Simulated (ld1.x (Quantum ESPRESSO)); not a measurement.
Run report: B, pseudopotential generation (part 2 of 2)

Continued. System: boron (B, Z = 5), core [He], reference valence 2s2 2p1, valence charge 3. Method: ultrasoft potential, LDA (PZ), scalar-relativistic, made with ld1.x (Quantum ESPRESSO) 7.5.

Output of the test run (extracts), continued:
```
     ---------------------- Testing the pseudopotential ----------------------

     B
     scalar relativistic calculation

     atomic number is  5.00   valence charge is  3.00
     dft =PZ   lsd =0 sic =0 latt =0  beta=0.20 tr2=1.0E-14
     mesh =1059 r(mesh) = 101.04461 xmin = -7.00 dx = 0.01250

     n l     nl             e AE (Ry)        e PS (Ry)    De AE-PS (Ry)
     1 0     2S   1( 0.00)       -0.75290       -0.76843        0.01553  !
     2 1     2P   1( 3.00)       -0.33189       -0.34450        0.01261  !

     eps = 3.4E-16  iter =  7

     Etot =     -47.863152 Ry,     -23.931576 Ha,    -651.211364 eV
     Etotps =    -5.893010 Ry,      -2.946505 Ha,     -80.178480 eV
     dEtot_ae =       0.837966 Ry
     dEtot_ps =       0.840573 Ry,   Delta E=      -0.002607 Ry

     Ekin =       1.594397 Ry,       0.797199 Ha,      21.692877 eV
     Encl =      -9.540836 Ry,      -4.770418 Ha,    -129.809682 eV
     Ehrt =       3.717582 Ry,       1.858791 Ha,      50.580285 eV
     Ecxc =      -3.126509 Ry,      -1.563255 Ha,     -42.538325 eV
     (Ecc =      -1.555505 Ry,      -0.777752 Ha,     -21.163719 eV)
     Epseu=       1.462356 Ry,       0.731178 Ha,      19.896365 eV

     ---------------------- End of pseudopotential test ----------------------

     ---------------------- Testing the pseudopotential ----------------------

     B
     scalar relativistic calculation

     atomic number is  5.00   valence charge is  3.00
     dft =PZ   lsd =0 sic =0 latt =0  beta=0.20 tr2=1.0E-14
     mesh =1059 r(mesh) = 101.04461 xmin = -7.00 dx = 0.01250

     n l     nl             e AE (Ry)        e PS (Ry)    De AE-PS (Ry)
     1 0     2S   1( 1.00)       -0.72416       -0.73051        0.00635  !
     2 1     2P   1( 2.00)       -0.30511       -0.31023        0.00512  !

     eps = 1.8E-16  iter =  7

     Etot =     -48.283209 Ry,     -24.141604 Ha,    -656.926520 eV
     Etotps =    -6.315104 Ry,      -3.157552 Ha,     -85.921368 eV
     dEtot_ae =       0.417910 Ry
     dEtot_ps =       0.418478 Ry,   Delta E=      -0.000569 Ry

     Ekin =       1.687611 Ry,       0.843805 Ha,      22.961114 eV
     Encl =      -9.740902 Ry,      -4.870451 Ha,    -132.531727 eV
     Ehrt =       3.833967 Ry,       1.916984 Ha,      52.163781 eV
     Ecxc =      -3.175956 Ry,      -1.587978 Ha,     -43.211084 eV
     (Ecc =      -1.555505 Ry,      -0.777752 Ha,     -21.163719 eV)
     Epseu=       1.080176 Ry,       0.540088 Ha,      14.696548 eV

     ---------------------- End of pseudopotential test ----------------------

     ---------------------- Testing the pseudopotential ----------------------

     B
     scalar relativistic calculation

     atomic number is  5.00   valence charge is  3.00
     dft =PZ   lsd =1 sic =0 latt =0  beta=0.20 tr2=1.0E-14
     mesh =1059 r(mesh) = 101.04461 xmin = -7.00 dx = 0.01250

     n l     nl             e AE (Ry)        e PS (Ry)    De AE-PS (Ry)
     1 0     2S   1( 1.00)       -0.71900       -0.72181        0.00281
     2 1     2P   1( 1.00)       -0.29951       -0.30167        0.00216
     1 0     2S   2( 1.00)       -0.64200       -0.64215        0.00015
     2 1     2P   2( 0.00)       -0.23024       -0.23053        0.00029

     eps = 3.9E-15  iter =  9

     Etot =     -48.718390 Ry,     -24.359195 Ha,    -662.847470 eV
     Etotps =    -6.751260 Ry,      -3.375630 Ha,     -91.855575 eV
     dEtot_ae =      -0.017272 Ry
     dEtot_ps =      -0.017678 Ry,   Delta E=       0.000405 Ry

     Ekin =       1.769848 Ry,       0.884924 Ha,      24.080004 eV
     Encl =      -9.966560 Ry,      -4.983280 Ha,    -135.601959 eV
     Ehrt =       3.979033 Ry,       1.989517 Ha,      54.137508 eV
     Ecxc =      -3.253097 Ry,      -1.626549 Ha,     -44.260646 eV
     (Ecc =      -1.555505 Ry,      -0.777752 Ha,     -21.163719 eV)
     Epseu=       0.719516 Ry,       0.359758 Ha,       9.789518 eV

     ---------------------- End of pseudopotential test ----------------------

     ---------------------- Testing the pseudopotential ----------------------

     B
     scalar relativistic calculation

     atomic number is  5.00   valence charge is  3.00
     dft =PZ   lsd =1 sic =0 latt =0  beta=0.20 tr2=1.0E-14
     mesh =1059 r(mesh) = 101.04461 xmin = -7.00 dx = 0.01250

     n l     nl             e AE (Ry)        e PS (Ry)    De AE-PS (Ry)
     1 0     2S   1( 1.00)       -2.37896       -2.36778       -0.01118  !
     2 1     2P   1( 0.00)       -1.94657       -1.85641       -0.09016  !
     1 0     2S   2( 0.00)       -2.09168       -2.08330       -0.00838  !
     2 1     2P   2( 0.00)       -1.68047       -1.59622       -0.08426  !

     eps = 2.8E-18  iter =  8

     Etot =     -46.282797 Ry,     -23.141398 Ha,    -629.709529 eV
     Etotps =    -4.326706 Ry,      -2.163353 Ha,     -58.867831 eV
     dEtot_ae =       2.418321 Ry
     dEtot_ps =       2.406877 Ry,   Delta E=       0.011445 Ry

     Ekin =       0.958523 Ry,       0.479261 Ha,      13.041367 eV
     Encl =      -3.845522 Ry,      -1.922761 Ha,     -52.320990 eV
     Ehrt =       0.549376 Ry,       0.274688 Ha,       7.474637 eV
     Ecxc =      -2.143766 Ry,      -1.071883 Ha,     -29.167426 eV
     (Ecc =      -1.555505 Ry,      -0.777752 Ha,     -21.163719 eV)
     Epseu=       0.154684 Ry,       0.077342 Ha,       2.104580 eV

     ---------------------- End of pseudopotential test ----------------------
```

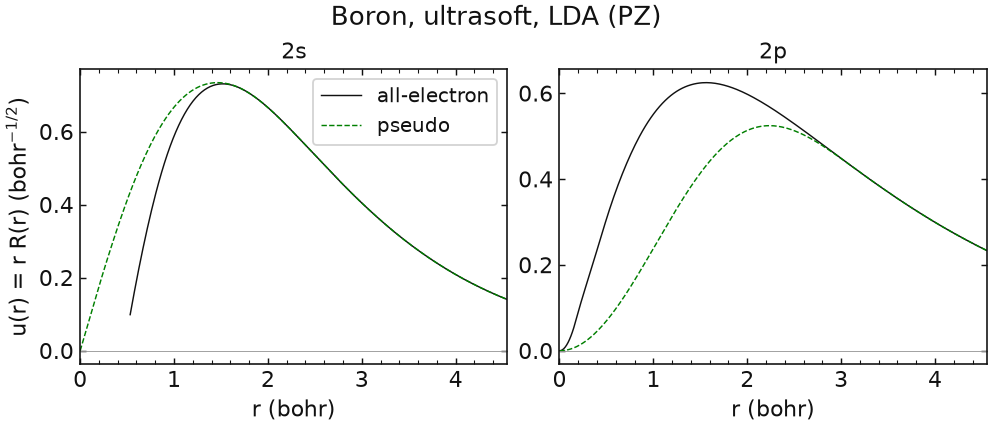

Fig. 1: All-electron valence functions (solid) with their pseudo partners (dashed). The innermost oscillations of some all-electron curves aren't drawn. Reference configuration 2s2 2p1.

- Matching radii: 2s at 1.75 bohr; 2p at 3.50 bohr. The curves merge smoothly, so the plot gives these only roughly.
- Nodes of the pseudo-waves: 2s has no node; 2p has no node. In the spherical-Bessel test 2p stands at 0.019 Ry at the top cutoff of 400 Ry against −0.273 Ry all-electron. The test also has a p level at −7.9 Ry, far below the valence levels of the same l, which points to ghost states. No cutoff can be given, and the search for ghost states has no verdict.

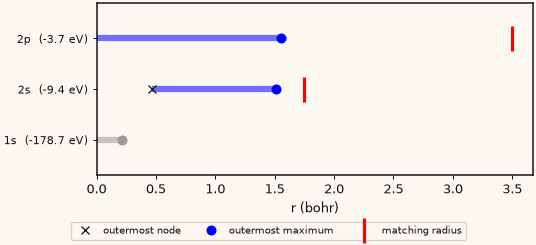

Fig. 2: Outer shells of the all-electron reference atom: each bar runs from the outermost node (or the nucleus) to the outermost maximum of u(r); the tick is the radius chosen for the pseudo-wave. Shells without a tick have no pseudo-wave of their own. Levels, nodes and maxima are from ld1.x, scalar-relativistic.

- Radii against the shells: 2s: 1.75 bohr, outside the maximum; 2p: 3.50 bohr, outside the maximum.

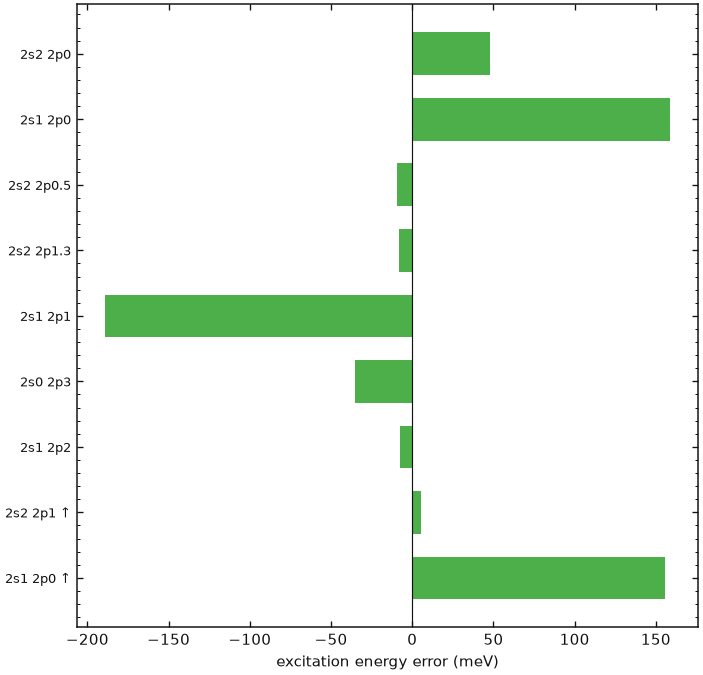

Fig. 3: Errors, all-electron minus pseudo, of the energies of valence configurations relative to the unpolarised reference 2s2 2p1. An arrow marks spin-polarised runs filled by Hund’s rule.

- Worst configuration: 2s1 2p1 (charge +1): the error is -189 meV on an all-electron energy of +14.28 eV relative to the reference, or 1.3 %.
- Configurations within 10 meV and within 50 meV: 4 and 6 of 9.
- Errors in meV: 2s2 2p0: +48; 2s1 2p0: +159; 2s2 2p0.5: -9.2; 2s2 2p1.3: -8.3; 2s1 2p1: -189; 2s0 2p3: -35; 2s1 2p2: -7.7; 2s2 2p1 ↑: +5.5; 2s1 2p0 ↑: +156.

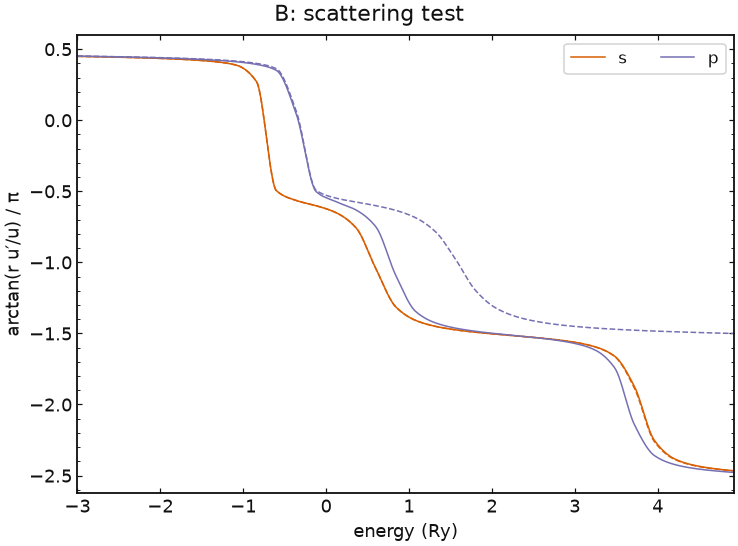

Fig. 4: Unwrapped phase arctan(r u′/u) in units of π against energy, all-electron (solid) and pseudo (dashed); the pseudo phase is matched to the all-electron one at the reference energy. Here u = r R(r). A near-vertical step is a level narrower than the spacing of the points behind the curves.

- First channel to depart above its reference energy: the p channel: its phase error passes 0.05 rad 0.3 Ry above its reference energy, while s stays within 0.05 rad to the top of the range.
- Range over which the phases agree within 0.05 rad: s: over the whole range drawn; p: between about -0.3 and -0.0 Ry.

Outcome of the run: generated; the Bessel test doesn't meet the 2p level.
